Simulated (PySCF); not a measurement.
```xyz
20

C     3.3647   -0.9719    0.1206
C     3.4303   -0.1252   -0.9442
O     2.3107    0.6027   -1.0438
C     1.4917    0.2311   -0.0290
Si   -0.1502    1.1060    0.1047
C    -1.5213    0.4229   -1.0365
C    -2.3923   -0.5005   -0.1881
C    -2.6663    0.1518    1.1548
S    -1.0838    0.5851    1.9672
C     2.1065   -0.7405    0.7166
H     4.1153   -1.6662    0.4385
H     4.1935    0.0418   -1.6794
H    -0.0027    2.5565   -0.0191
H    -1.1282   -0.1100   -1.9008
H    -2.1271    1.2473   -1.4154
H    -3.3409   -0.7169   -0.6863
H    -1.8723   -1.4465   -0.0216
H    -3.1945   -0.5116    1.8366
H    -3.2374    1.0728    1.0379
H     1.6991   -1.2179    1.5841
```

Geometry: GFN2-xTB.

The calculation used PBE0/pcSseg-1, SCF density, gas phase, non-relativistic in PySCF.

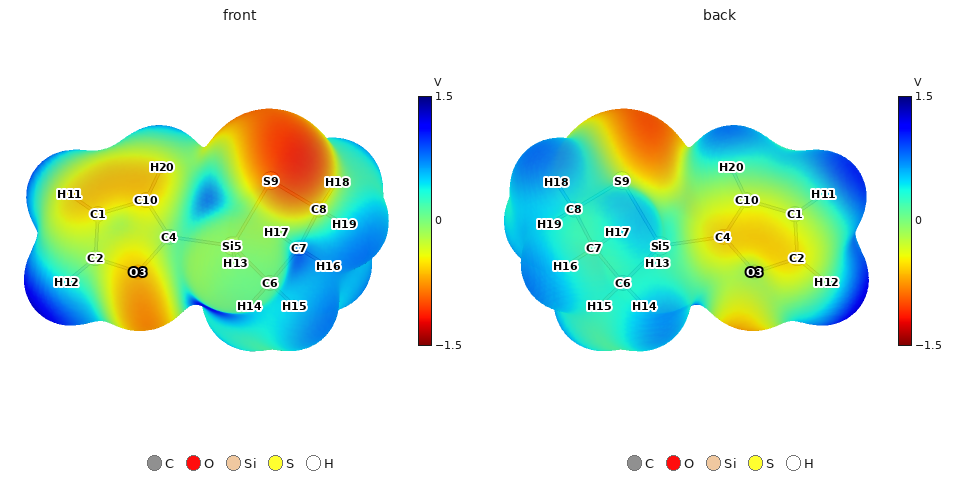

C7H10OSSi. The molecular electrostatic potential painted on the density surface at 0.002 e/bohr³, seen from the front and from behind; red is negative and blue positive.

> Where is the surface potential most negative and most positive?

The most negative region (about −1.1 V) lies over S9, the most positive (about +1.2 V) over Si5 and H12.
